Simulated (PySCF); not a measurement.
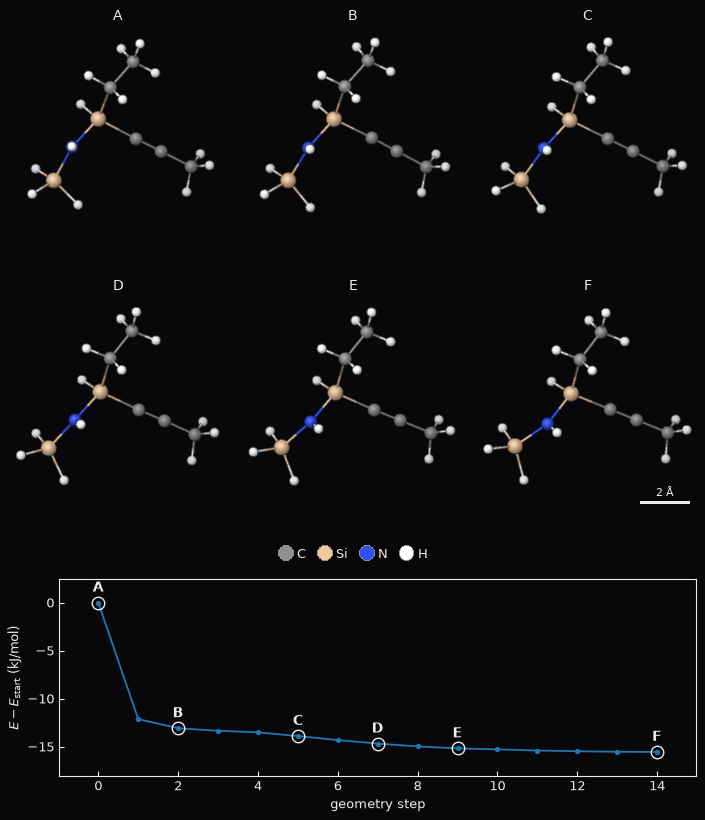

Frames of a relaxation of C$_{5}$H$_{13}$NSi$_{2}$, marked on the history of the run. A ball-and-stick model, seen at a tilt.

The start comes from GFN2-xTB.

Method: PBE0-D3(BJ)/def2-SVP geometry optimisation, gas phase (PySCF). 

**Describe the path.**

After 14 geometry steps the energy has fallen by 15.6 kJ/mol. The largest move after the best rigid fit is that of an H atom, 1.02 Å. Largest moves by element: H 1.02 Å, Si 0.42 Å, N 0.37 Å, C 0.31 Å. Some distances before and after: H–Si 1.464 → 1.497 Å, C–Si 1.901 → 1.879 Å, C–C 1.206 → 1.220 Å, C–Si 1.851 → 1.839 Å. Bond angles that change, for instance: N–Si–H 105.5° → 110.7°, H–Si–H 110.6° → 106.8°, Si–C–H 110.3° → 107.1°. Groups turn about N–Si by about 40°, N–Si by about 35°. From step 0 to 2: an H atom moves most (0.17 Å), energy −13.1 kJ/mol. From step 2 to 5: an H atom moves most (0.20 Å), energy −0.81 kJ/mol. From step 5 to 7: H atoms move most (0.31 Å), energy −0.79 kJ/mol. From step 7 to 9: an H atom moves most (0.22 Å), energy −0.50 kJ/mol. From step 9 to 14: an H atom moves most (0.23 Å), energy −0.37 kJ/mol.

```json
{"step": "0", "E − E(0), kJ/mol": "0.00"}
{"step": "1", "E − E(0), kJ/mol": "-12.13"}
{"step": "2", "E − E(0), kJ/mol": "-13.08"}
{"step": "3", "E − E(0), kJ/mol": "-13.35"}
{"step": "4", "E − E(0), kJ/mol": "-13.51"}
{"step": "5", "E − E(0), kJ/mol": "-13.89"}
{"step": "6", "E − E(0), kJ/mol": "-14.32"}
{"step": "7", "E − E(0), kJ/mol": "-14.68"}
{"step": "8", "E − E(0), kJ/mol": "-14.97"}
{"step": "9", "E − E(0), kJ/mol": "-15.18"}
{"step": "10", "E − E(0), kJ/mol": "-15.28"}
{"step": "11", "E − E(0), kJ/mol": "-15.40"}
{"step": "12", "E − E(0), kJ/mol": "-15.48"}
{"step": "13", "E − E(0), kJ/mol": "-15.53"}
{"step": "14", "E − E(0), kJ/mol": "-15.55"}
```
